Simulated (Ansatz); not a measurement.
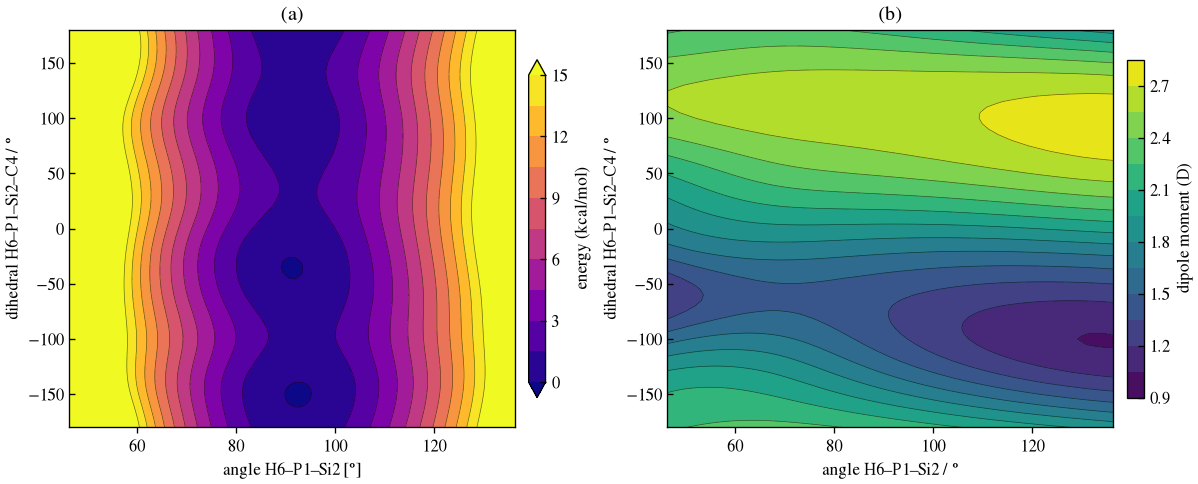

CH3ClNPSi, SMILES P[Si]1(Cl)C=N1. The first coordinate is: angle H6–P1–Si2; the second: dihedral H6–P1–Si2–C4. Nothing is relaxed (all other coordinates rigid). The scan uses a 9 × 9 grid. Points are written as (first, second). All energies are given in kcal/mol relative to the lowest grid point. The calculation used RKS r2SCAN-D4/def2-SVP (Ansatz).

Panel (a) is the energy and panel (b) the computed dipole moment on the same grid.

In the figure: filled contours, one colour for all values above the top of the scale. Between grid points the surface is interpolated.

Q: How does the dipole moment vary over the map, and what is it at the lowest grid point?

A: Leaving out the highest fifth of the energies, it runs from 1.05 D at (136.4°, −100°) to 2.76 D at (125.1°, 100°). At the lowest grid point, (91.4°, −140°), it is 1.72 D.

```csv
"dihedral H6–P1–Si2–C4 ↓, angle H6–P1–Si2 →",46.4,57.6,68.9,80.1,91.4,102.6,113.9,125.1,136.4
140,2.50,2.54,2.56,2.57,2.57,2.57,2.57,2.56,2.54
100,2.51,2.58,2.61,2.63,2.64,2.68,2.72,2.76,2.79
60,2.19,2.31,2.41,2.46,2.50,2.54,2.60,2.65,2.69
20,1.90,2.02,2.10,2.12,2.13,2.16,2.20,2.25,2.29
−20,1.59,1.70,1.73,1.71,1.68,1.66,1.66,1.68,1.71
−60,1.21,1.40,1.47,1.45,1.38,1.31,1.26,1.24,1.26
−100,1.59,1.70,1.68,1.55,1.40,1.25,1.14,1.06,1.05
−140,2.05,2.07,2.01,1.88,1.72,1.57,1.44,1.33,1.26
−180,2.23,2.28,2.29,2.26,2.20,2.12,2.04,1.97,1.89
```
